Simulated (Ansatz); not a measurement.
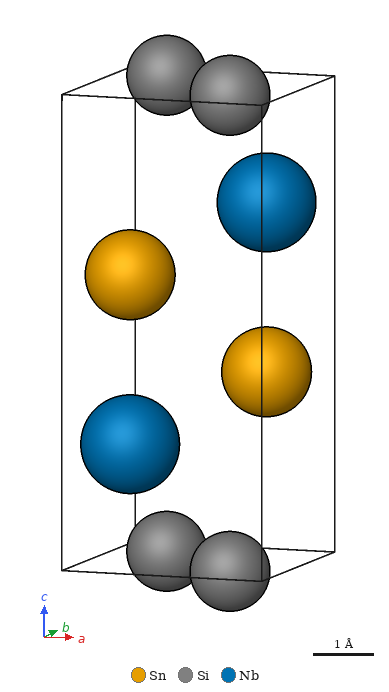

Drawn in the spheres-only manner and seen slightly off an axis. The frame is the simulation cell; atoms at its boundary are shown with their periodic copies.

```xyz
6
Lattice="3.5739 0.0000 0.0000 0.0000 3.5739 0.0000 0.0000 0.0000 8.0873" Properties=species:S:1:pos:R:3 pbc="T T T"
Sn    0.8935    0.8935    4.9470
Sn    2.6805    2.6805    3.1403
Si    2.6805    0.8935    0.0000
Si    0.8935    2.6805    0.0000
Nb    0.8935    0.8935    2.0687
Nb    2.6805    2.6805    6.0186
```

Run with DFT, PAW plane waves, PBE in Ansatz 0.2.0 and these settings: a kinetic-energy cutoff of 420 eV, the zone sampled with 9×9×4 points, Fermi-Dirac smearing of 0.1 eV, no spin polarisation. The pressure of the cell is 13 GPa.

### How are the electrons shared out in a Bader analysis?

Nb +0.71 e; Si -0.38 e; Sn -0.33 e.

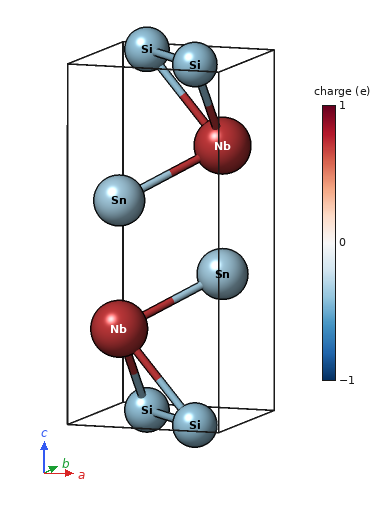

The atoms coloured by those charges.

The model is a generated cell, made by putting these elements into a known structure type (the compound may or may not exist in this form); its atoms and cell weren't optimised. Ansatz was used for an electronic-structure calculation on it.

At this level of theory the cell isn't at rest (compressed, at 13 GPa and forces up to 3.3 eV/Å), so its distances can differ from those at equilibrium, the more so the softer the solid.
